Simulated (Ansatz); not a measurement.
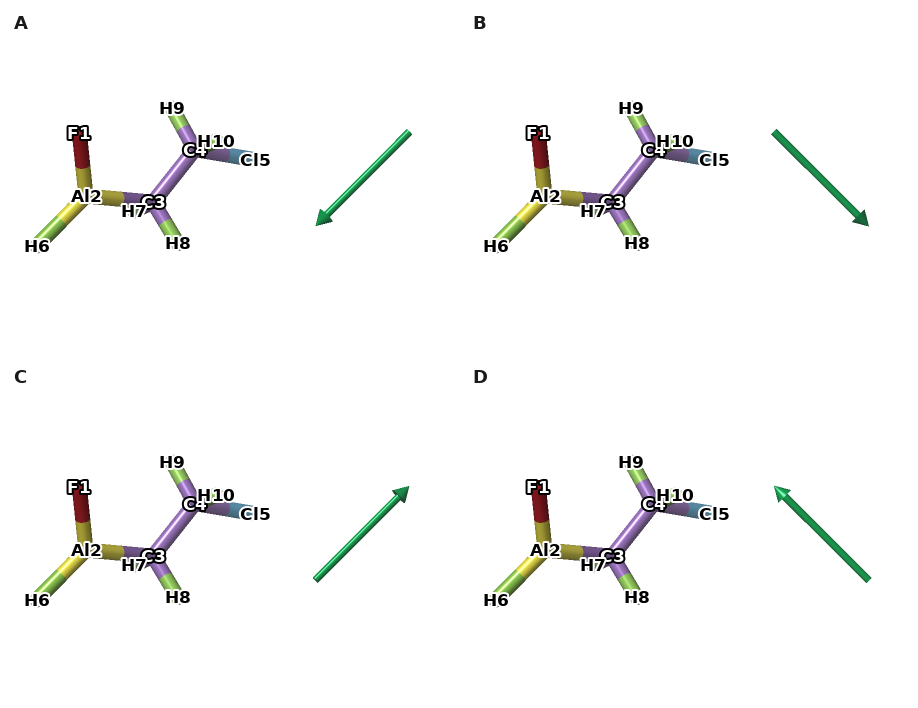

The same molecule four times, each with an arrow. The geometry was computed by an optimisation with PBE-D4/def2-SVP. No frequency run is at hand to confirm it as a minimum. Properties computed with RKS PBE-D4/def2-SVP (Ansatz 0.2.0).

### Which arrow points along the dipole moment, from the negative to the positive end?

A. The dipole moment is 1.46 D; it points from the side of Cl5 to the side of H6 (the outermost atoms at the two ends).
